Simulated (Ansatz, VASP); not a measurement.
# Ga (Gallium) in two plane-wave programs

One calculation is typed for both programs; each brings its own data sets and cutoff. How far apart do they land?

Calculated with Ansatz 0.2.0; plane waves, with VASP 6.6.1 beside it; relaxation of cell and atoms at PBE with D3(BJ).

## Step 1: The structure

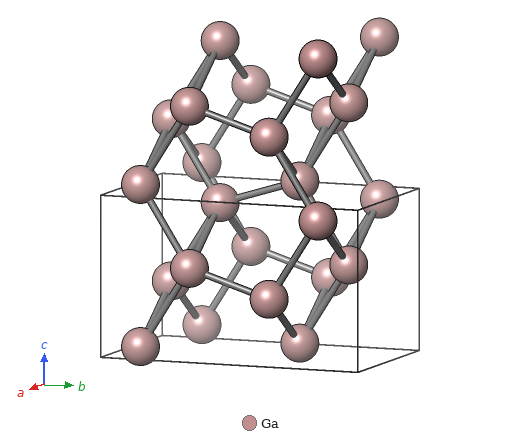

The cell as given, slightly off an axis (gallium pink). 1×1×2 cells are drawn. This picture shows the conventional cell, with its axes. Some periodic images of atoms are drawn too.

## Step 2: VASP: relaxation of cell and atoms, PBE with D3(BJ)

The relaxed volume is the usual yardstick between codes: its relative difference is about their pressure difference at one cell divided by the bulk modulus.

Lines of VASP's logs that name or quote its potential files are left out, and so is its time.

The input, INCAR:

```
SYSTEM = Ga
PREC = Accurate
ENCUT = 400
EDIFF = 1E-06
NELM = 100
ISMEAR = -1
SIGMA = 0.05
LREAL = .FALSE.
ALGO = Normal
GGA = PE
IVDW = 12
NBANDS = 32
LORBIT = 11
LWAVE = .FALSE.
LCHARG = .FALSE.
KPAR = 2
IBRION = 2
NSW = 60
ISIF = 3
EDIFFG = -0.01
```

The input, POSCAR:

```
Ga
1.0
    2.2615000000     -3.8305000000      0.0000000000
    2.2615000000      3.8305000000      0.0000000000
    0.0000000000      0.0000000000      4.5240000000
Ga
4
Direct
    0.3451000000      0.6549000000      0.4190000000
    0.1549000000      0.8451000000      0.9190000000
    0.6549000000      0.3451000000      0.5810000000
    0.8451000000      0.1549000000      0.0810000000
```

The input, KPOINTS:

```
Automatic mesh
0
Gamma
5 5 4
0 0 0
```

Potentials, in the order of the species: Ga_d (PBE family, release 64).

Run with:

```
mpirun -np 2 vasp_std
```

Numbers of over 12 decimals in the logs are rounded to 6 here.

What it wrote:

```text
[banner, memory and clock lines left out]
running    2 mpi-ranks, on    1 nodes
 distrk:  each k-point on    1 cores,    2 groups
 distr:  one band on    1 cores,    1 groups

 POSCAR found type information on POSCAR Ga
 POSCAR found :  1 types and       4 ions
 LDA part: xc-table for (Slater+PW92), standard interpolation
 POSCAR, INCAR and KPOINTS ok, starting setup
 FFT: planning ... GRIDC
 FFT: planning ... GRID_SOFT
 FFT: planning ... GRID
 WAVECAR not read
 entering main loop
       N       E                     dE             d eps       ncg     rms          rms(c)
DAV:   1     0.319393981727E+03    0.31939E+03   -0.22809E+04  1784   0.267E+03
DAV:   2     0.234109183015E+02   -0.29598E+03   -0.29076E+03  1840   0.495E+02
DAV:   3    -0.108570436301E+02   -0.34268E+02   -0.34053E+02  1944   0.136E+02
DAV:   4    -0.117695769716E+02   -0.91253E+00   -0.91007E+00  1944   0.268E+01
DAV:   5    -0.117890930857E+02   -0.19516E-01   -0.19514E-01  2136   0.388E+00    0.249E+00
DAV:   6    -0.117084612624E+02    0.80632E-01   -0.20170E-01  2064   0.623E+00    0.137E+00
DAV:   7    -0.116932793113E+02    0.15182E-01   -0.59795E-02  2456   0.273E+00    0.308E-01
DAV:   8    -0.116922093682E+02    0.10699E-02   -0.14040E-02  1904   0.135E+00    0.468E-02
DAV:   9    -0.116923616212E+02   -0.15225E-03   -0.99336E-04  2016   0.338E-01    0.247E-02
DAV:  10    -0.116923738677E+02   -0.12246E-04   -0.20551E-04  2024   0.159E-01    0.497E-03
DAV:  11    -0.116923744489E+02   -0.58119E-06   -0.33994E-05  1976   0.706E-02    0.417E-03
DAV:  12    -0.116923742342E+02    0.21468E-06   -0.68062E-06  1992   0.289E-02
   1 F= -.12875612E+02 E0= -.12871203E+02  d E =-.128756E+02
[... from here on, the cycles between the ionic steps are left out ...]
   2 F= -.12883532E+02 E0= -.12878820E+02  d E =-.792004E-02
   3 F= -.12883526E+02 E0= -.12878817E+02  d E =-.791387E-02
   4 F= -.12884292E+02 E0= -.12879600E+02  d E =-.765925E-03
   5 F= -.12885168E+02 E0= -.12880690E+02  d E =-.164212E-02
   6 F= -.12885440E+02 E0= -.12881977E+02  d E =-.191398E-02
   7 F= -.12885599E+02 E0= -.12881609E+02  d E =-.207319E-02
   8 F= -.12886200E+02 E0= -.12882527E+02  d E =-.600768E-03
   9 F= -.12886422E+02 E0= -.12882995E+02  d E =-.823018E-03
  10 F= -.12886440E+02 E0= -.12883091E+02  d E =-.840398E-03
  11 F= -.12886672E+02 E0= -.12883355E+02  d E =-.232226E-03
  12 F= -.12886799E+02 E0= -.12883501E+02  d E =-.359031E-03
  13 F= -.12886994E+02 E0= -.12883736E+02  d E =-.554344E-03
  14 F= -.12887148E+02 E0= -.12883961E+02  d E =-.708378E-03
 curvature:   2.42 expect dE= 0.614E-03 dE for cont linesearch  0.604E-06
 trial: gam= 0.69057 g(F)=  0.253E-04 g(S)=  0.229E-03 ort = 0.107E-04 (trialstep = 0.154E+01)
 search vector abs. value=  0.487E-03
 bond charge predicted
       N       E                     dE             d eps       ncg     rms          rms(c)
DAV:   1    -0.116911528280E+02   -0.18684E-02   -0.22647E-01  1824   0.459E+00    0.501E-01
DAV:   2    -0.116865482119E+02    0.46046E-02   -0.23943E-02  2024   0.196E+00    0.209E-01
DAV:   3    -0.116854692839E+02    0.10789E-02   -0.23656E-03  2632   0.448E-01    0.586E-02
DAV:   4    -0.116853110434E+02    0.15824E-03   -0.23867E-04  1992   0.135E-01    0.391E-03
DAV:   5    -0.116853113844E+02   -0.34098E-06   -0.10747E-05  2168   0.308E-02    0.230E-03
DAV:   6    -0.116853111815E+02    0.20284E-06   -0.48868E-07   952   0.747E-03
  15 F= -.12887409E+02 E0= -.12884217E+02  d E =-.260990E-03
 trial-energy change:   -0.000261  1 .order   -0.000232   -0.000402   -0.000063
 step:   1.7190(harm=  1.8218)  dis= 0.00330  next Energy=   -12.887413 (dE=-0.265E-03)
 reached required accuracy - stopping structural energy minimisation
```

OUTCAR, selected parts (step 2):

```text
ion  position               nearest neighbor table
   1  0.345  0.655  0.419-   3 2.48   2 2.69   2 2.69   4 2.73   4 2.73   3 2.79   3 2.79
   2  0.155  0.845  0.919-   4 2.48   1 2.69   1 2.69   3 2.73   3 2.73   4 2.79   4 2.79
   3  0.655  0.345  0.581-   1 2.48   4 2.69   4 2.69   2 2.73   2 2.73   1 2.79   1 2.79
   4  0.845  0.155  0.081-   2 2.48   3 2.69   3 2.69   1 2.73   1 2.73   2 2.79   2 2.79

  LATTYP: Found a base centered orthorhombic cell.
 ALAT       =     4.5230000000
 B/A-ratio  =     1.6937873093
 C/A-ratio  =     1.0002210922

 Subroutine GETGRP returns: Found  8 space group operations
 (whereof  4 operations were pure point group operations)

The static configuration has the point symmetry C_2h.
 The point group associated with its full space group is D_2h.

 Found     27 irreducible k-points:

   k-points           NKPTS =     27   k-points in BZ     NKDIM =     27   number of bands    NBANDS=     32

   dimension x,y,z NGX =    30 NGY =   30 NGZ =   30
   dimension x,y,z NGXF=    60 NGYF=   60 NGZF=   60

   ENCUT  =  400.0 eV  29.40 Ry    5.42 a.u.   7.25  7.25  7.38*2*pi/ulx,y,z

   NELECT =      52.0000    total number of electrons

 k-points in reciprocal lattice and weights: Automatic mesh
   0.00000000  0.00000000  0.00000000       0.010
   0.20000000  0.00000000  0.00000000       0.040
   0.40000000 -0.00000000  0.00000000       0.040
   0.20000000  0.20000000  0.00000000       0.020
   0.40000000  0.20000000  0.00000000       0.040
  -0.40000000  0.20000000  0.00000000       0.040
  -0.20000000  0.20000000  0.00000000       0.020
   0.40000000  0.40000000  0.00000000       0.020
  -0.40000000  0.40000000  0.00000000       0.020
[...]
0.40000000  0.40000000  0.50000000       0.020
  -0.40000000  0.40000000  0.50000000       0.020

 Edisp (eV)   -1.19786

 average (electrostatic) potential at core
       1 -65.3178       2 -65.3178       3 -65.3178       4 -65.3178

 E-fermi :   5.1211

 k-point     1 :       0.0000    0.0000    0.0000
  band No.  band energies     occupation
    ...
     22       0.9527      2.00000
     23       1.4233      2.00000
     24       3.2780      2.00000
     25       3.3234      2.00000
     26       4.5800      1.99996
     27       5.9873      0.00000
     28       6.2083      0.00000
     29       6.2998      0.00000
     30      10.2360      0.00000
     31      10.6090      0.00000
    ...

 k-point     2 :       0.2000    0.0000    0.0000
  band No.  band energies     occupation
    ...
     22       0.0834      2.00000
     23       1.3704      2.00000
     24       1.6513      2.00000
     25       3.7644      2.00000
     26       4.2638      2.00000
     27       6.2624      0.00000
     28       7.6403      0.00000
     29       8.3145      0.00000
     30       8.5517      0.00000
     31       9.4743      0.00000
    ...

 k-point     3 :       0.4000   -0.0000    0.0000
  band No.  band energies     occupation
    ...
     22      -2.4612      2.00000
     23       1.6520      2.00000
     24       1.8491      2.00000
     25       3.5763      2.00000
     26       3.7693      2.00000
     27       6.2692      0.00000
     28       6.3753      0.00000
     29       8.8212      0.00000
     30       9.5564      0.00000
     31      10.3154      0.00000
    ...

 Edisp (eV)   -1.20210

  Total      -0.00227     0.00855    -0.01784     0.00000     0.00000     0.00000
  in kB      -0.04710     0.17744    -0.37023     0.00000     0.00000     0.00000
  external pressure =       -0.08 kB  Pullay stress =        0.00 kB

  energy-cutoff  :      400.00
  volume of cell :       77.19
      direct lattice vectors                 reciprocal lattice vectors
     2.269623620 -3.779471216  0.000000000     0.220300844 -0.132293639 -0.000000000
     2.269623620  3.779471216 -0.000000000     0.220300844  0.132293639  0.000000000
     0.000000000 -0.000000000  4.499101895     0.000000000  0.000000000  0.222266582

 POSITION                                       TOTAL-FORCE (eV/Angst)
 -----------------------------------------------------------------------------------
      2.26962      1.18774      1.85851         0.000000     -0.003178     -0.002493
      2.26962      2.59173      4.10806         0.000000      0.003178     -0.002493
      2.26962     -1.18774      2.64059         0.000000      0.003178      0.002493
      2.26962     -2.59173      0.39104         0.000000     -0.003178      0.002493
 -----------------------------------------------------------------------------------
    total drift:                               -0.000000     -0.000000      0.000000

  FREE ENERGIE OF THE ION-ELECTRON SYSTEM (eV)
  ---------------------------------------------------
  free  energy   TOTEN  =       -12.8874088985 eV

  energy  without entropy=      -12.8810244515  energy(sigma->0) =      -12.88421668

 reached required accuracy - stopping structural energy minimisation

 total charge
# of ion       s       p       d       tot
------------------------------------------
    1        0.957   0.721   9.959  11.637
    2        0.957   0.721   9.959  11.637
    3        0.957   0.721   9.959  11.637
    4        0.957   0.721   9.959  11.637
--------------------------------------------------
tot          3.829   2.884  39.834  46.547

[... 3 further parts left out ...]
```

CONTCAR:

```
Ga
   1.00000000000000
     2.2696236201093059   -3.7794712161900663    0.0000000000000000
     2.2696236201093059    3.7794712161900663   -0.0000000000000000
     0.0000000000000000   -0.0000000000000000    4.4991018949880859
  Ga
     4
Direct
     0.3428689750181410    0.6571310249818590    0.4130854363175491
     0.1571310249818591    0.8428689750181410    0.9130854363175490
     0.6571310249818590    0.3428689750181410    0.5869145636824510
     0.8428689750181410    0.1571310249818591    0.0869145636824509
```

## Step 3: Ansatz: relaxation of cell and atoms, PBE with D3(BJ)

Ansatz runs on its default PAW (the set named soft_2) files.

The same cell, functional, mesh and smearing now go to Ansatz, which takes its cutoff from its data sets.

The input, input.yaml:

```yaml
crystal:
  lattice:
    - [2.2615, -3.8305, 0.0]
    - [2.2615, 3.8305, 0.0]
    - [0.0, 0.0, 4.524]
  atoms:
    - { symbol: Ga, position: [0.3451, 0.6549, 0.419] }
    - { symbol: Ga, position: [0.1549, 0.8451, 0.919] }
    - { symbol: Ga, position: [0.6549, 0.3451, 0.581] }
    - { symbol: Ga, position: [0.8451, 0.1549, 0.081] }
hamiltonian:
  xc: pbe
  pseudopotentials: { kind: paw }
  dispersion: d3bj
kpoints:
  mp_grid: { grid: [5, 5, 4] }
scf:
  occupations: { method: fermi_dirac, width: 0.05 }
relax:
  f_tol: 0.01
  max_steps: 60
  cell: { stress_tol: 0.05 }
output:
  forces: true
  stress: true
  write_density: true
  write_potential: true
  elf: true
  volumetric_format: npy
```

Run with:

```
ansatz run input.yaml --threads 4 --pin off --max-ram 9216MiB --backend cpu --events-out ev --progress --plain --runs-dir out
```

What it wrote:

```text
Engine: ansatz 0.2.0, aarch64-unknown-linux-gnu
Pseudopotentials: kind: paw
Pseudopotential: Ga, paw, valence charge 13, recommended cutoff 420 eV (normal), Ga.paw.azcp
Functional definition: PBE
  parameter kappa = 0.804
  parameter beta = 0.066725
  exchange = pbe_x(kappa = kappa, mu = beta*pi^2/3)
  correlation = pbe_c(beta = beta)
Crystal: 4 atoms, lattice volume = 78.380 Å³
Basis set: ecut = 420 eV, 1517 PW (Γ), exchange–correlation on 60×60×64 points (8 copies of the dense FFT grid, shifted against one another)
Bands: 32, of which v1, the nominal top of the filled ones, is band 26 counted from 1 (25 counted from 0)
Symmetry: 8 space group operations
Space group: Cmce (ITA 64), of the structure as read, at distance tolerance 4.3e-5 Å
k-points: 27 of 100
Non-local potential: Ga, projectors of the file, l = 0: 2, l = 1: 2, l = 2: 3, l = 3: 1
PAW form: soft (Blöchl's): semilocal exchange-correlation on the pseudo side does not see the compensation charge
PAW one-centre angular grid: Ga, 590 points (default); XC on 64 Gauss nodes
Initial density: superposition of atomic densities (neutral atoms: chi_scale 0, normalization atom), corrected by the library's trained network
Initial wavefunctions: pseudopotential atomic-orbital guess
Functional: x = pbe(κ = 0.804, μ = 0.219515), c = pbe(β = 0.066725)
SCF iter   1: F=—  HF=-15133.340474 eV  |F-HF|=—  |Δ(HF+E_count)|=         —  Δρ=1.31e-3  dr2=1.02e-3  ethr=1.77e-3  ⟨swp⟩=5.9  Hψ=3348  notcnv=0  defer=1
preconditioner: auto → Kerker (q_TF=auto, 2.548 Å⁻¹)  [metal: Δε(μ)=0.042 eV  Ē_g=16.129 eV  σ=0.050 eV  W_gap=0.20  n_scr=20 (ndim 8)  ℏωp=30.2 eV  f_vac=0.006  D(μ)=1.20/eV (n_scr^D=8)]
SCF iter   2: F=—  HF=-15133.338291 eV  |F-HF|=—  |Δ(HF+E_count)|=   2.18e-3  Δρ=9.26e-4  dr2=5.06e-4  ethr=1.96e-6  ⟨swp⟩=2.0  Hψ=1643  notcnv=0  defer=1
SCF iter   3: F=—  HF=-15133.338161 eV  |F-HF|=—  |Δ(HF+E_count)|=   1.30e-4  Δρ=5.60e-4  dr2=2.43e-4  ethr=9.73e-7  ⟨swp⟩=2.0  Hψ=1382  notcnv=0  defer=1
SCF iter   4: F=—  HF=-15133.338240 eV  |F-HF|=—  |Δ(HF+E_count)|=   7.93e-5  Δρ=2.56e-4  dr2=4.44e-5  ethr=4.68e-7  ⟨swp⟩=2.0  Hψ=1547  notcnv=0  defer=1
SCF iter   5: F=—  HF=-15133.338233 eV  |F-HF|=—  |Δ(HF+E_count)|=   7.25e-6  Δρ=1.28e-4  dr2=6.60e-6  ethr=8.54e-8  ⟨swp⟩=2.0  Hψ=1545  notcnv=0  defer=1
SCF iter   6: F=—  HF=-15133.338232 eV  |F-HF|=—  |Δ(HF+E_count)|=   8.28e-7  Δρ=1.33e-5  dr2=1.83e-7  ethr=1.27e-8  ⟨swp⟩=2.0  Hψ=1537  notcnv=0  defer=1
SCF iter   7: F=—  HF=-15133.338232 eV  |F-HF|=—  |Δ(HF+E_count)|=   8.26e-8  Δρ=1.67e-5  dr2=1.07e-7  ethr=1.92e-10  ⟨swp⟩=8.0  Hψ=5752  notcnv=0
SCF iter   8: F=-15133.338232 eV  HF=-15133.338232 eV  |F-HF|=7.65e-8  |Δ(HF+E_count)|=   2.90e-9  Δρ=1.04e-5  dr2=4.22e-8  ethr=1.92e-10  ⟨swp⟩=7.0  Hψ=4668  notcnv=0
SCF 1 converged in 8 iterations: F = -15133.338232 eV  dr2 = 4.22e-8
  greatest PAW one-centre occupation: 0.994 electrons in one spin orbital (limit 2), on the Ga atom at site 2 (counted from 0), in its partial waves of l = 2
relax step   1: F+E_penalty+E_count = -15133.33823180 eV  Δ(F+E_penalty+E_count) = +0.000e0 eV  max|allowed force component| = 1.655e-1 eV/Å  Δτ_max = 0.0000 Å  P = -0.691 GPa  Ω = 78.380 Å³  (8 SCF iters, dr2 threshold 1.00e-7 eV, accepted)
[...]
relax step   2: F+E_penalty+E_count = -15133.34598200 eV  Δ(F+E_penalty+E_count) = -7.750e-3 eV  max|allowed force component| = 3.554e-2 eV/Å  Δτ_max = 0.0141 Å  P = +0.008 GPa  Ω = 77.481 Å³  energy of the carried Pulay correction = +2.678e-4 eV  (5 SCF iters, dr2 threshold 4.00e-7 eV, accepted)
[...]
relax step   3: F+E_penalty+E_count = -15133.34806567 eV  Δ(F+E_penalty+E_count) = -2.084e-3 eV  max|allowed force component| = 1.415e-2 eV/Å  Δτ_max = 0.0131 Å  P = +0.112 GPa  Ω = 77.384 Å³  energy of the carried Pulay correction = +2.967e-4 eV  (5 SCF iters, dr2 threshold 1.96e-7 eV, accepted)
[...]
relax step   4: F+E_penalty+E_count = -15133.34798063 eV  Δ(F+E_penalty+E_count) = +8.504e-5 eV  max|allowed force component| = 2.095e-2 eV/Å  Δτ_max = 0.0122 Å  P = -0.015 GPa  Ω = 77.564 Å³  energy of the carried Pulay correction = +2.428e-4 eV  (5 SCF iters, dr2 threshold 7.86e-8 eV, rejected (line search))
[...]
relax step   5: F+E_penalty+E_count = -15133.34835550 eV  Δ(F+E_penalty+E_count) = -2.898e-4 eV  max|allowed force component| = 2.119e-3 eV/Å  Δτ_max = 0.0069 Å  P = +0.002 GPa  Ω = 77.527 Å³  energy of the carried Pulay correction = +2.538e-4 eV  (7 SCF iters, accepted)
[...]
relax step   6: F+E_penalty+E_count = -15133.34810454 eV  Δ(F+E_penalty+E_count) = +2.510e-4 eV  max|allowed force component| = 2.091e-3 eV/Å  Δτ_max = 0.0000 Å  P = +0.002 GPa  Ω = 77.527 Å³  stress off target by 2.51e-2 GPa  SCF on the basis re-selected at this cell (its energy is not comparable with the rows above)  (6 SCF iters)
basis re-selected at this cell: Δ(F+E_penalty+E_count) = +2.510e-4 eV, ΔP = +0.001 GPa vs the last step (what re-selecting the basis moved, of the pressure what is left beyond the Pulay correction that the steps carried, after the strain that the cell walked since its last selection, with what the two solves' SCF thresholds leave and, on support functions, any second-order correction that the steps lacked; it is no m [...]
SCF converged after 6 iterations
Free energy (F): -15133.348105 eV
Harris-Foulkes:  -15133.348105 eV  (|F-HF|=8.55e-11)
Internal energy: -15133.341659 eV  (E = F + TS)
E sigma→0 (E₀):  -15133.344882 eV
Entropy (-TS):   -0.006446 eV (-1.611 meV/atom)
Fermi energy:    9.139109 eV
--- Per-component energies (eV) ---
  E_band       = -173.168727
  E_kinetic    = 461.818308
  E_local      = -7567.497462  (includes V_loc(G=0)·N_el)
  E_nonlocal   = 1690.403944
  E_hartree    = 3551.663833
  E_xc         = -277.945755
  E_vxc        = -233.585978  (∫ρ·V_xc dr)
  E_paw        = -7945.166830  (= ΣΔE_a)
  E_vpaw       = -1627.634474  (= ΣTr[D̂ρ^β])
  E_aug_tail   = -0.000443  (compensation charges beyond the density's cutoff)
  E_ewald      = -5045.420237
  E_disp       = -1.197016  (pairwise vdW)
  E_smearing   = -0.006446  (= −TS)
  E_closure    = -0.000000  (closes the sum)
  Σ components = -15133.348105   (vs F -15133.348105, Δ=0.00e0)
--- Forces (eV/Å), atoms counted from 1 ---
  atom   1  Ga     0.00000000     0.00099946    -0.00209113
  atom   2  Ga     0.00000000    -0.00099946    -0.00209113
  atom   3  Ga    -0.00000000    -0.00099946     0.00209113
  atom   4  Ga    -0.00000000     0.00099946     0.00209113
  max |Σ_I F_I| component: 2.78e-17 eV/Å
--- Stress (GPa, compression-positive) ---
        0.003755       0.000000      -0.000000
        0.000000      -0.021915       0.000000
       -0.000000       0.000000       0.025062
  P = ⅓ Tr σ = 0.0023 GPa (0.023 kbar)
--- Band table (eV; the first three rows and the last of 27) ---
  k-point 0: bands = [... 22 lower, 5.4589, 7.2835, 7.3524, 8.5981, 10.0057, 10.2265, 10.3103, 14.2326, ... 2 higher]
  k-point 1: bands = [... 22 lower, 7.7052, 7.8224, 8.1266, 8.8826, 9.9941, 10.2024, 10.8130, 12.7994, ... 2 higher]
  k-point 2: bands = [... 22 lower, 8.9283, 8.9283, 9.0926, 9.0926, 9.2916, 9.2916, 11.3469, 11.3469, ... 2 higher]
  k-point 26: bands = [... 22 lower, 4.3453, 4.3453, 7.9010, 7.9010, 8.1851, 8.1851, 15.2252, 15.2252, ... 2 higher]
--- Relaxed structure (5 steps of the walk, 4 accepted, 1 SCFs on fresh bases) ---
  F+E_penalty+E_count = -15133.34810454 eV   max|allowed force component| = 2.091e-3 eV/Å   (the final SCF, on the basis selected at the relaxed cell)
  cell:  # Å, volume = 77.5274 Å³
    - [2.273838, -3.785379, 0]
    - [2.273838, 3.785379, 0]
    - [0, 0.0, 4.503568]
  atoms:
    - { symbol: Ga, position: [0.342904, 0.657096, 0.413173] }
    - { symbol: Ga, position: [0.157096, 0.842904, 0.913173] }
    - { symbol: Ga, position: [0.657096, 0.342904, 0.586827] }
    - { symbol: Ga, position: [0.842904, 0.157096, 0.086827] }
```

The job ended after 11 s (4 threads of Arm Neoverse N1, shared host; peak memory 0.41 GiB; 42 s of CPU time).

## Step 4: Differences

Known differences besides the PAW data sets themselves: both relaxations stop at a tolerance, which leaves soft axes loose, and VASP keeps its plane-wave basis; the cutoff is 420 eV in Ansatz and 400 eV in VASP; VASP leaves aspherical gradient terms in its spheres out (LASPH is not set), Ansatz keeps them; Ansatz adds a Pulay correction to the stress that steers its cell, VASP none. Total energies have different zeros and are not compared.

Compared:

```
                                         quantity  Ansatz   VASP  difference
                                      volume (Å³)   77.53  77.19     +0.44 %
edge a after relaxation, in the typed setting (Å)   4.416  4.409     +0.16 %
edge c after relaxation, in the typed setting (Å)   4.504  4.499     +0.10 %
```

The walks stopped with 0.00 GPa left in Ansatz and -0.01 GPa in VASP; each walk ends within a tolerance, so the volume difference is uncertain by about these residues over the bulk modulus, most in soft cells.

## Step 5: Results

* difference in volume (relaxation of cell and atoms, PBE with D3(BJ)): 0.44 %

What this shows: The difference in volume is 0.44 % (relaxation of cell and atoms, PBE with D3(BJ)), within the 1.2 % picked in this series as the mark of a large difference, as far as the stopping tolerances let one tell. Differences of this kind measure data sets and numerical settings, not the functional's error against experiment.

[Lines on the potential files, build, host, timing and source positions are cut from VASP's logs without a mark.]

[Logs are printed without paths, hosts, clocks, repeated set-up lines and the standing remarks that a program may print on its own settings, such as how far it seeks lower states.]

[Hosts, paths, dates, database ids (printed as entryN), source tags and the programs' standing remarks are cut or masked in the printed files.]
